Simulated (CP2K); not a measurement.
Band structure of BiO (R3m, 2 atoms in the cell).

```
CELL_PARAMETERS angstrom
      3.88352     0.00000     0.00000
      1.82374     3.42866     0.00000
      1.82374     1.09562     3.24890
ATOMIC_POSITIONS crystal
  Bi 0.00727 0.00727 0.00727
  O  0.26772 0.26772 0.26772
```

Computed with PBEsol, GPW, DZVP-MOLOPT-SR-GTH basis, GTH-PBE potentials (GTH_POTENTIALS) run with CP2K.

Settings: CUTOFF = 450 Ry; REL_CUTOFF = 50 Ry; SMEAR/METHOD = FERMI_DIRAC; ELECTRONIC_TEMPERATURE = 1160.45 K; KPOINTS/SCHEME = MONKHORST-PACK 10 10 10; GAMMA_CENTERED = T; XC_FUNCTIONAL = PBE:PBESOL; Bi/BASIS_SET = DZVP-MOLOPT-SR-GTH-q5; Bi/POTENTIAL = GTH-PBE-q5; O/BASIS_SET = DZVP-MOLOPT-SR-GTH-q6; O/POTENTIAL = GTH-PBE-q6; METHOD = GPW; EPS_DEFAULT = 1e-10; EXTRAPOLATION = USE_GUESS.

The starting cell comes from a database of computed structures (which also holds hypothetical and non-ambient phases and stackings), without a prior relaxation at this level. Spin-orbit coupling is off. Values carry the incompleteness of an atom-centred basis. The potentials were made for another functional than the one used.

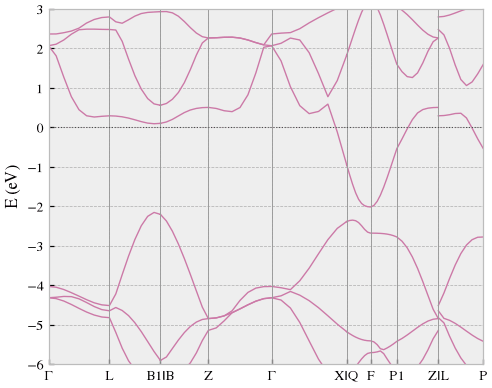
Fig. 1. Bands along the path, energies from the Fermi level.

Levels in eV from the Fermi level, bands 2 to 7:
| point | 2 | 3 | 4 | 5 | 6 | 7 |
|---|---|---|---|---|---|---|
| Γ | -10.25 | -4.31 | -4.31 | -4.03 | 2.07 | 2.07 |
| L | -11.45 | -4.82 | -4.64 | -4.51 | 0.29 | 2.48 |
| B1 | -11.44 | -6.02 | -5.90 | -2.20 | 0.10 | 0.56 |
| Z | -11.05 | -5.14 | -4.84 | -4.84 | 0.51 | 2.27 |
| X | -11.49 | -6.31 | -5.17 | -2.38 | -0.94 | 1.83 |
| F | -11.49 | -5.70 | -5.41 | -2.68 | -2.01 | 3.22 |
| P1 | -11.39 | -6.18 | -5.42 | -2.77 | -0.54 | 1.60 |
| P | -11.39 | -6.18 | -5.42 | -2.77 | -0.54 | 1.60 |

Bands cross the Fermi level along this path, so the cell is metallic at this level.

Higher empty bands are left out: an atom-centred basis made for the valence describes them poorly.
